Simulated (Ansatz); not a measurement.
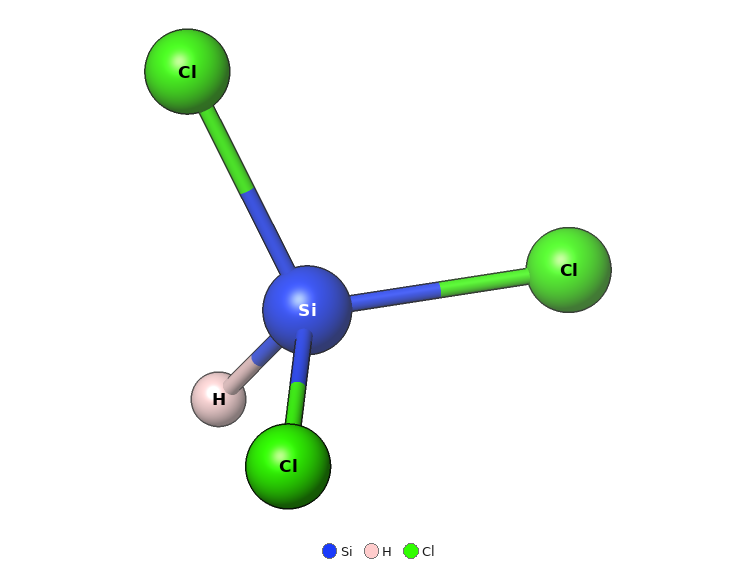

Atoms fade into the background with distance from the viewer. The geometry was computed by an optimisation with PBE0-D4/def2-TZVP.

Q: List the symmetry elements and name the point group.

A: It has 1 C3 axis and 3 mirror planes, so the point group is C3v. The group has 6 operations. The geometry is achiral, and symmetry allows a dipole moment.
